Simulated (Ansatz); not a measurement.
# SiO2 (P4_2/mnm): zone-centre modes under pressure, part 3 of 4

Wanted: Grüneisen parameters and pressure coefficients of the modes of SiO2 (P4_2/mnm).

Ansatz 0.2.0; DFT LDA, scalar-relativistic, plane waves, PAW; PAW set soft_1.

So far, highest optical mode at the zone centre (no LO-TO term) (cm⁻¹): step 5 (zone-centre response at rest) 947.

### 7. Zone-centre modes of the member: 1.06 times the volume at rest

The zone-centre modes follow for 1.06 times the volume at rest, with the response to a field.

input.yaml

```yaml
crystal:
  lattice:
    - [4.2571092238, 0.0, 0.0]
    - [0.0, 4.2571092238, 0.0]
    - [0.0, 0.0, 2.687211654]
  atoms:
    - { symbol: O, position: [0.6916429764, 0.6916429764, 0.0] }
    - { symbol: O, position: [0.1916429764, 0.8083570236, 0.5] }
    - { symbol: O, position: [0.3083570236, 0.3083570236, 0.0] }
    - { symbol: O, position: [0.8083570236, 0.1916429764, 0.5] }
    - { symbol: Si, position: [0.5, 0.5, 0.5] }
    - { symbol: Si, position: [0.0, 0.0, 0.0] }
kpoints:
  mp_grid: { grid: [8, 8, 8] }
hamiltonian:
  xc: lda
  pseudopotentials: { kind: paw, azcp: { folder: soft_1 }, xc_functional: pbe }
scf:
  occupations: { method: fixed }
output:
  eigenvalues: true
phonons:
  method: dfpt
  dielectric: true
  rigid_motions: translations
```

On the command line:

```sh
$ ansatz run input.yaml --threads 4 --pin off --max-ram 16384MiB --backend cpu --events-out ev --progress --plain --runs-dir out
```

Numbers of over 12 decimals in the logs are rounded to 6 here.

Log:

```text
[...]
Crystal: 6 atoms, lattice volume = 48.700 Å³
Basis set: ecut = 420 eV, 961 PW (Γ), exchange–correlation on 60×60×36 points (8 copies of the dense FFT grid, shifted against one another)
Bands: 22, of which v1, the nominal top of the filled ones, is band 16 counted from 1 (15 counted from 0)
Symmetry: 16 space group operations
k-points: 260 of 512 (irreducible under 1 space group operation, time reversal used)
[...]
SCF iter   1: F=—  HF=-3447.248826 eV  |F-HF|=—  |Δ(HF+E_count)|=         —  Δρ=1.30e-1  dr2=6.75e0  ethr=3.10e-3  ⟨swp⟩=4.2  Hψ=25626  notcnv=0  defer=1032
[...]
SCF iter   9: F=-3445.310591 eV  HF=-3445.310591 eV  |F-HF|=3.18e-12  |Δ(HF+E_count)|=  2.27e-11  Δρ=1.32e-7  dr2=3.84e-12  ethr=1.00e-12  ⟨swp⟩=12.8  Hψ=38162  notcnv=0
SCF 1 converged in 9 iterations: F = -3445.310591 eV  dr2 = 3.84e-12
[...]
Bands: 17, of which v1, the nominal top of the filled ones, is band 16 counted from 1 (15 counted from 0)
k-points: 40 of 512
[...]
Eigensolver: Dense (40 Hₖ)
SCF iter   1: F=—  HF=-3445.311898 eV  |F-HF|=—  |Δ(HF+E_count)|=         —  Δρ=7.55e-4  dr2=4.31e-5  ethr=1.00e-1
[...]
SCF iter   4: F=-3445.311883 eV  HF=-3445.311883 eV  |F-HF|=3.67e-10  |Δ(HF+E_count)|=   8.83e-7  Δρ=9.72e-6  dr2=1.35e-8  ethr=8.59e-9
SCF 1 converged in 4 iterations: F = -3445.311883 eV  dr2 = 1.35e-8
[...]
SCF converged after 9 iterations
Free energy (F): -3445.310591 eV
[...]
Internal energy: -3445.310591 eV  (E = F + TS)
E sigma→0 (E₀):  -3445.310591 eV
Fermi energy:    9.483692 eV
[...]
--- Band table (eV; the first three rows and the last of 260) ---
  k-point 0: bands = [... 12 lower, 6.9283, 8.6356, 8.6356, 9.4837, 14.4369, 15.8859, 17.6634, 17.6634, ... 2 higher]
  k-point 1: bands = [... 12 lower, 6.2091, 8.4955, 8.4955, 9.3174, 15.1728, 16.9304, 18.5117, 18.5117, ... 2 higher]
  k-point 2: bands = [... 12 lower, 5.1148, 8.0448, 8.0448, 8.7770, 16.3408, 18.7691, 19.1893, 20.2294, ... 2 higher]
  k-point 259: bands = [... 12 lower, 7.6978, 7.6978, 8.0386, 8.0386, 16.1632, 16.1632, 19.7530, 19.7530, ... 2 higher]
[...]
ASR residual: 3.244e-5 → 0.000e0 eV/Å²; symmetrization residual: 1.479e-6 eV/Å²
  ASR residual per site (eV/Å²): 3.19e-5 3.19e-5 3.19e-5 3.19e-5 3.24e-5 3.24e-5
[...]
ε∞ (high-frequency dielectric tensor):
        3.452304     0.000000     0.000000
        0.000000     3.452304     0.000000
        0.000000     0.000000     3.612680
  ε⁰ (static dielectric tensor: ions relaxed, cell fixed):
       14.418118     0.000000    -0.000000
        0.000000    14.418118     0.000000
       -0.000000     0.000000     9.475963
  ε⁰ − ε∞ (ionic part):
       10.965814     0.000000    -0.000000
        0.000000    10.965814     0.000000
       -0.000000     0.000000     5.863284
[...]
Born effective charges Z* (e; rows j = field, columns β = displacement):
    site 0:
        -1.91874   -0.60164   -0.00000
        -0.60164   -1.91874   -0.00000
        -0.00000   -0.00000   -2.05208
    site 1:
        -1.91874    0.60164   -0.00000
         0.60164   -1.91874   -0.00000
        -0.00000   -0.00000   -2.05208
    site 2:
        -1.91874   -0.60164   -0.00000
        -0.60164   -1.91874   -0.00000
        -0.00000   -0.00000   -2.05208
    site 3:
        -1.91874    0.60164   -0.00000
         0.60164   -1.91874   -0.00000
        -0.00000   -0.00000   -2.05208
    site 4:
         3.83748   -0.41740    0.00000
        -0.41740    3.83748    0.00000
         0.00000    0.00000    4.10417
    site 5:
         3.83748    0.41740    0.00000
         0.41740    3.83748    0.00000
         0.00000    0.00000    4.10417
  Z* charge neutrality: 2.757e-3 e pre-enforcement
  solved inside a basis spanned on kpoints, on 8×8×8 k-points, its susceptibility summed on 8×8×12: ε∞ is read to err by 8.7e-3, Z* by 1.5e-2 e (field_mesh: kpoints solves on kpoints); Z* is corrected for what the basis lacks
  optical modes at Γ without the LO–TO term, one row a degenerate level:
      ω (cm⁻¹)  modes    IR ((D/Å)²/amu)
        234.88      1             0.0000
        367.27      1             0.0000
        401.01      2            75.1165
        506.91      2             0.2931
        547.64      2             0.0000
        555.74      1             0.0000
        623.01      1            51.9633
        702.50      1             0.0000
        707.24      1             0.0000
        788.20      2            20.1978
        877.02      1             0.0000
  optical modes at Γ + LO–TO along q̂ = [1.0000, 0.0000, 0.0000]:
      ω (cm⁻¹)  modes    IR ((D/Å)²/amu)
        234.88      1             0.0000
        367.27      1             0.0000
[...]
optical modes at Γ + LO–TO along q̂ = [0.0000, 1.0000, 0.0000]:
      ω (cm⁻¹)  modes    IR ((D/Å)²/amu)
[...]
973.66      1            39.9620
  optical modes at Γ + LO–TO along q̂ = [0.0000, 0.0000, 1.0000]:
      ω (cm⁻¹)  modes    IR ((D/Å)²/amu)
        234.88      1             0.0000
        367.27      1             0.0000
        401.01      2            75.1165
        506.91      2             0.2931
        547.64      2             0.0000
        555.74      1             0.0000
        702.50      1             0.0000
        707.24      1             0.0000
        788.20      2            20.1978
        877.02      1             0.0000
       1009.00      1            51.9633
```

Run time: 28 s. Hardware: 4 threads of Intel Xeon 6975P-C (Granite Rapids), shared host; peak memory 1.4 GiB.

This step gave:

```yaml
sum_rule_residual_before_enforcement: 3.24e-5 eV/Å²
miss_of_the_charge_sum_rule: 0.002757 e
estimated_error_of_the_dielectric_tensor: 0.008652
estimated_error_of_the_born_charges: 0.01506 e
highest_optical_mode_at_the_zone_centre_no_lo_to_term: 877.0 cm⁻¹
lowest_optical_zone_centre_mode: 234.9 cm⁻¹
mean_high_frequency_dielectric_constant: 3.506
largest_born_charge_third_of_the_trace: 3.926 e
mean_static_dielectric_constant: 12.77
top_of_the_zone_centre_spectrum_with_the_field: 1009 cm⁻¹
```

Without the LO-TO term. Patterns of degenerate modes are one choice out of their space. Modes at Γ, with each element's share of the kinetic energy:

```
mode  frequency (cm⁻¹)  symmetry  O %  Si %
   1               0.0  acoustic   53    47
   2               0.0  acoustic   53    47
   3               0.0  acoustic   53    47
   4             234.9       B1g  100     0
   5             367.3       B1u   18    82
   6             401.0        Eu   36    64
   7             401.0        Eu   36    64
   8             506.9        Eu   66    34
   9             506.9        Eu   66    34
  10             547.6        Eg  100     0
  11             547.6        Eg  100     0
  12             555.7       A2g  100     0
  13             623.0       A2u   47    53
  14             702.5       A1g  100     0
  15             707.2       B1u   82    18
  16             788.2        Eu   45    55
  17             788.2        Eu   45    55
  18             877.0       B2g  100     0
```

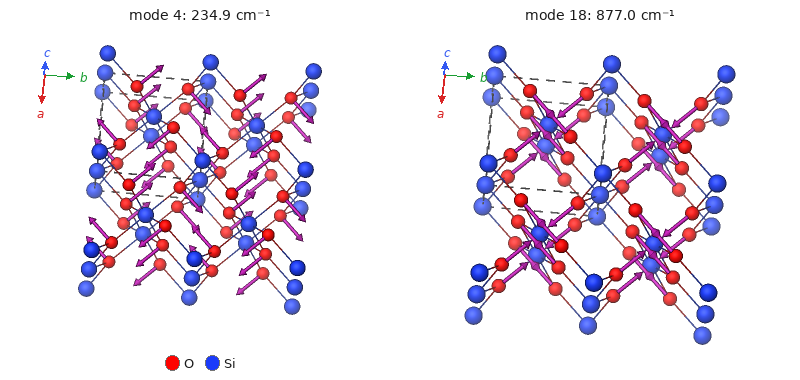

Displacement patterns of modes 4 and 18 at Γ; arrows are exaggerated. 2×2×2 cells are drawn. Some periodic images of atoms are drawn too.

Transverse modes. Lines of the infrared spectrum (strongest = 100):

```
position (cm⁻¹)  label  relative intensity
            235    B1g                 0.0
            367    B1u                 0.0
            401     Eu                 100
            507     Eu                 0.4
            548     Eg                 0.0
            556    A2g                 0.0
            623    A2u                  69
            702    A1g                 0.0
            707    B1u                 0.0
            788     Eu                  27
            877    B2g                 0.0
```

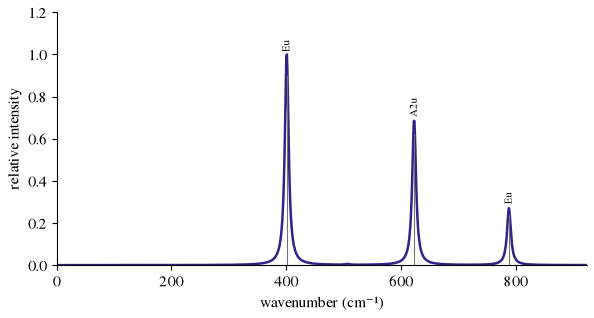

The infrared spectrum, broadened with Lorentzians of width 8 cm⁻¹; bars mark the lines.

Without the LO-TO term the lowest optical mode is real, 235 cm⁻¹, and the highest lies at 877.0 cm⁻¹.

Between step 5 and this run (volume ratio 1.06) the value for the highest optical mode at the zone centre (no LO-TO term) moves from 947 cm⁻¹ to 877 cm⁻¹ (-7 %).

### 8. A member of the series: 0.9 times the volume at rest

The cell is set to 0.9 times the volume at rest, and shape and atoms relax at that volume.

input.yaml, the sections that differ from step 7:

```yaml
crystal:
  lattice:
    - [3.9958772363, 0.0, 0.0]
    - [0.0, 3.9958772363, 0.0]
    - [0.0, 0.0, 2.5896664483]
  atoms:
    - { symbol: O, position: [0.6969628204, 0.6969628204, 0.0] }
    - { symbol: O, position: [0.1969628204, 0.8030371796, 0.5] }
    - { symbol: O, position: [0.3030371796, 0.3030371796, 0.0] }
    - { symbol: O, position: [0.8030371796, 0.1969628204, 0.5] }
    - { symbol: Si, position: [0.5, 0.5, 0.5] }
    - { symbol: Si, position: [0.0, 0.0, 0.0] }
output:
  forces: true
  stress: true
  eigenvalues: true
relax:
  adjacent_minimum: "off"
  f_tol: 0.001
  max_steps: 60
  cell: { stress_tol: 0.01, fix: [volume] }
# kpoints, hamiltonian, scf: as in step 7
# phonons: removed
```

Log:

```text
[...]
Crystal: 6 atoms, lattice volume = 41.349 Å³
Basis set: ecut = 420 eV, 809 PW (Γ)
Bands: 22, of which v1, the nominal top of the filled ones, is band 16 counted from 1 (15 counted from 0)
Symmetry: 16 space group operations
[...]
k-points: 75 of 512
[...]
cell:  # Å, volume = 41.3493 Å³
    - [3.993214, 0, 0.0]
    - [0, 3.993214, 0.0]
    - [0.0, 0.0, 2.593122]
  atoms:
    - { symbol: O, position: [0.697456, 0.697456, 0.0] }
    - { symbol: O, position: [0.197456, 0.802544, 0.500000] }
    - { symbol: O, position: [0.302544, 0.302544, 0.0] }
    - { symbol: O, position: [0.802544, 0.197456, 0.500000] }
    - { symbol: Si, position: [0.500000, 0.500000, 0.500000] }
    - { symbol: Si, position: [0, 0, 0.0] }
[key lines of the parts left out:]
SCF converged after 4 iterations
Free energy (F): -3444.907655 eV
Fermi energy:    12.324882 eV
P = ⅓ Tr σ = 41.8227 GPa (418.227 kbar)
```

Elapsed: 4.1 s, on 4 threads; peak memory 0.42 GiB; 15 s of CPU time.

Relaxation path:

```
step  energy less that of the first step (eV)  largest force component (eV/Å)  pressure (GPa)  volume (Å³)
   1                                   0.0000                          0.0893           42.14        41.35
   2                                  -0.0004                          0.0635           42.06        41.35
   3                                  -0.0009                          0.0025           41.83        41.35
   4                                  -0.0009                          0.0018           41.82        41.35
   5                                  -0.0009                          0.0000           41.82        41.35
  6*                                  -0.0009                          0.0000           41.82        41.35
   7                                  -0.0009                          0.0000           41.82        41.35
  8*                                  -0.0009                          0.0000           41.82        41.35
```

Relaxation steps marked * repeat the geometry before them on a plane-wave basis chosen anew for their cell, so energy and pressure can jump there.

Forces are held to the 16 operations that the run works with; a distortion that breaks them can't arise in this run.

```
conventional cell, symmetrised  before  after  change
                         a (Å)   3.996  3.993  -0.1 %
                         b (Å)   3.996  3.993  -0.1 %
                         c (Å)   2.590  2.593  +0.1 %
              volume (Å³/atom)    6.89   6.89  -0.0 %
```

Final coordinates:

```xyz
6
Lattice="3.9932 0.0000 0.0000 0.0000 3.9932 0.0000 0.0000 0.0000 2.5931" Properties=species:S:1:pos:R:3 pbc="T T T"
O     2.7851    2.7851    0.0000
O     0.7885    3.2047    1.2966
O     1.2081    1.2081    0.0000
O     3.2047    0.7885    1.2966
Si    1.9966    1.9966    1.2966
Si    0.0000    0.0000    0.0000
```

Numbers from this step:

| Item | Value |
| --- | --- |
| pressure | 41.82 GPa |
| gap on the k-mesh | 6.647 eV |
| volume per atom | 6.892 Å³ |

The largest force component left is 0.016 meV/Å, at a pressure of 41.82 GPa.

### 9. Modes of this member: 0.9 times the volume at rest

The zone-centre modes follow for 0.9 times the volume at rest, with the response to a field.

input.yaml, the sections that differ from step 8:

```yaml
crystal:
  lattice:
    - [3.9932141565, 0.0, 0.0]
    - [0.0, 3.9932141565, 0.0]
    - [0.0, 0.0, 2.593121704]
  atoms:
    - { symbol: O, position: [0.6974562196, 0.6974562196, 0.0] }
    - { symbol: O, position: [0.1974562196, 0.8025437804, 0.5] }
    - { symbol: O, position: [0.3025437804, 0.3025437804, 0.0] }
    - { symbol: O, position: [0.8025437804, 0.1974562196, 0.5] }
    - { symbol: Si, position: [0.5, 0.5, 0.5] }
    - { symbol: Si, position: [0.0, 0.0, 0.0] }
output:
  eigenvalues: true
phonons:
  method: dfpt
  dielectric: true
  rigid_motions: translations
# kpoints, hamiltonian, scf: as in step 8
# relax: removed
```

Log:

```text
[...]
Crystal: 6 atoms, lattice volume = 41.349 Å³
Basis set: ecut = 420 eV, 809 PW (Γ), exchange–correlation on 60×60×36 points (8 copies of the dense FFT grid, shifted against one another)
Bands: 22, of which v1, the nominal top of the filled ones, is band 16 counted from 1 (15 counted from 0)
Symmetry: 16 space group operations
k-points: 260 of 512 (irreducible under 1 space group operation, time reversal used)
[...]
ω (cm⁻¹)  modes    IR ((D/Å)²/amu)
[...]
optical modes at Γ + LO–TO along q̂ = [0.0000, 1.0000, 0.0000]:
      ω (cm⁻¹)  modes    IR ((D/Å)²/amu)
[...]
optical modes at Γ + LO–TO along q̂ = [0.0000, 0.0000, 1.0000]:
      ω (cm⁻¹)  modes    IR ((D/Å)²/amu)
[...]
875.25      1             0.0000
        936.43      2            43.4757
       1091.44      1             0.0000
       1142.95      1            49.5491
[key lines of the parts left out:]
SCF converged after 8 iterations
Free energy (F): -3444.907658 eV
Fermi energy:    12.324884 eV
```

It took 21 s on 4 threads; peak memory 1.2 GiB; 80 s of CPU time.

Numbers from this step:

* sum-rule residual before enforcement: 2.21e-4 eV/Å²
* miss of the charge sum rule: 6.29e-5 e
* highest optical mode at the zone centre (no LO-TO term): 1091 cm⁻¹
* lowest optical zone-centre mode: 157.7 cm⁻¹
* mean high-frequency dielectric constant: 3.329
* largest Born charge (third of the trace): 3.839 e
* mean static dielectric constant: 8.551
* top of the zone-centre spectrum with the field: 1183 cm⁻¹

Without the LO-TO term. Patterns of degenerate modes are one choice out of their space. The modes at Γ (shares of kinetic energy by element, %):

```
mode  frequency (cm⁻¹)  symmetry  O %  Si %
   1               0.0  acoustic   53    47
   2               0.0  acoustic   53    47
   3               0.0  acoustic   53    47
   4             157.7       B1g  100     0
   5             412.4       B1u   23    77
   6             504.2        Eu   67    33
   7             504.2        Eu   67    33
   8             649.9       A2g  100     0
   9             662.2        Eg  100     0
  10             662.2        Eg  100     0
  11             744.2        Eu    7    93
  12             744.2        Eu    7    93
  13             751.5       A2u   47    53
  14             873.6       B1u   77    23
  15             875.2       A1g  100     0
  16             936.4        Eu   73    27
  17             936.4        Eu   73    27
  18            1091.4       B2g  100     0
```

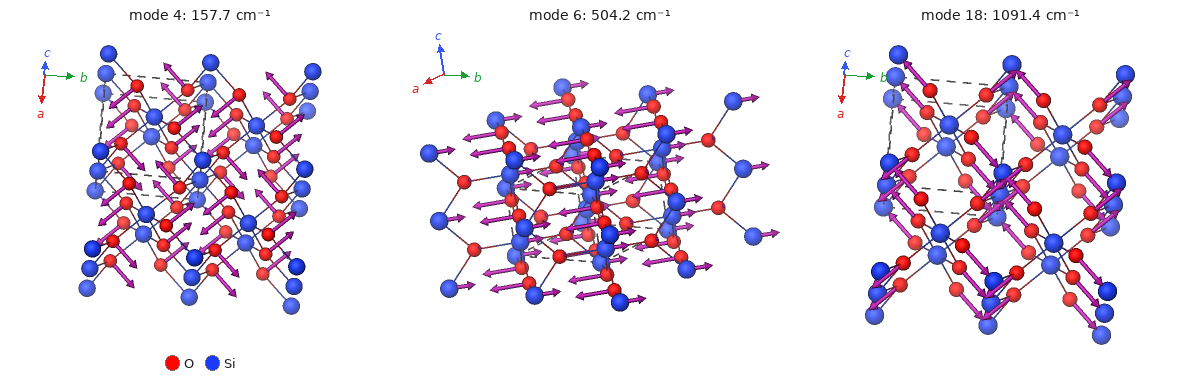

Displacement patterns of modes 4, 6 and 18 at Γ; arrows are exaggerated. 2×2×2 cells are drawn. Some periodic images of atoms are drawn too.

Transverse modes. Lines of the infrared spectrum (strongest = 100):

```
position (cm⁻¹)  relative intensity
            158                 0.0
            412                 0.0
            504                  77
            650                 0.0
            662                 0.0
            744                  17
            752                 100
            874                 0.0
            875                 0.0
            936                  88
           1091                 0.0
```

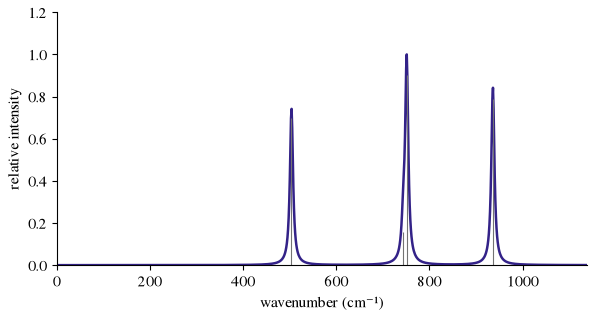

The infrared spectrum, broadened with Lorentzians of width 8 cm⁻¹; bars mark the lines.

Without the LO-TO term the lowest optical mode is real, 158 cm⁻¹, and the highest lies at 1091.4 cm⁻¹.

Between step 5 and this run (volume ratio 0.9) the value for the highest optical mode at the zone centre (no LO-TO term) moves from 947 cm⁻¹ to 1091 cm⁻¹ (+15 %).

[end of part 3 of 4]

[Logs are printed without paths, hosts, clocks, repeated set-up lines and the standing remarks that a program may print on its own settings, such as how far it seeks lower states.]

[Hosts, paths, dates, database ids (printed as entryN), source tags and the programs' standing remarks are cut or masked in the printed files.]
